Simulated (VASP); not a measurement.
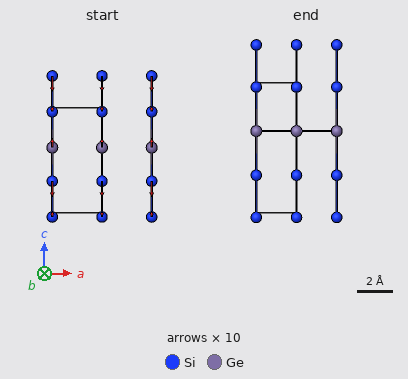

The structure of solid Si₂Ge (a generated structure, set up in P6mm) before (left) and after (right) a relaxation, at one scale. The red arrows give the displacements (the part carried along by the change of the cell is left out), 10 times their true length.

The picture is a ball-and-stick view of the cell of the calculation, repeated 2 × 1 × 1 with one cell outlined, seen along the b axis.

The run lets cell and atoms move.

Level of theory: Kohn-Sham DFT of a periodic cell, PBE, VASP PAW PBE potentials, recommended (VASP).

Input
```
  PREC = Normal
  ENCUT = 520
  EDIFF = 1E-4
  ISMEAR = 0
  SIGMA = 0.15
  LREAL = False
  LASPH = True
  NELM = 60
  ALGO = Fast
  ISIF = 3
  LWAVE = False
  LCHARG = False
  GGA = PE
  IBRION = 2
  NSW = 24
  EDIFFG = -0.08
```

Run as
```bash
cat potpaw_PBE.64/Si/POTCAR potpaw_PBE.64/Ge_d/POTCAR > POTCAR
mpirun -np 1 vasp_std > vasp.out
```

Summarise the run.

Answer. The largest move relative to the cell is that of a Si atom, 0.093 Å along −c. By element the largest moves are Si 0.093 Å, Ge 0.058 Å. The drawn cell changes as follows: a = b 3.372 → 2.729 Å (−19.1 %), c 6.185 → 7.656 Å (+23.8 %); the volume changes by −18.9 %. Among the contacts that change: Ge–Ge 3.372 → 2.729 Å, Si–Si 3.372 → 2.729 Å, Ge–Si 1.974 → 2.594 Å, Ge–Si 2.107 → 2.585 Å. The space group (tolerance 0.01 Å) goes from P6mm (No. 183) to P6/mmm (No. 191). After 16 geometry steps the energy has fallen by 1413 meV per atom. Largest force component: 4.2 eV/Å at the start, 0.045 eV/Å at the end. The pressure goes from 16.37 to 0.51 GPa. The volume changes by over a tenth within one run on a fixed set of plane waves, so the end point should be relaxed again from the new cell. It ran on 1 thread of AMD EPYC 9R45 (Zen 5) (shared host).
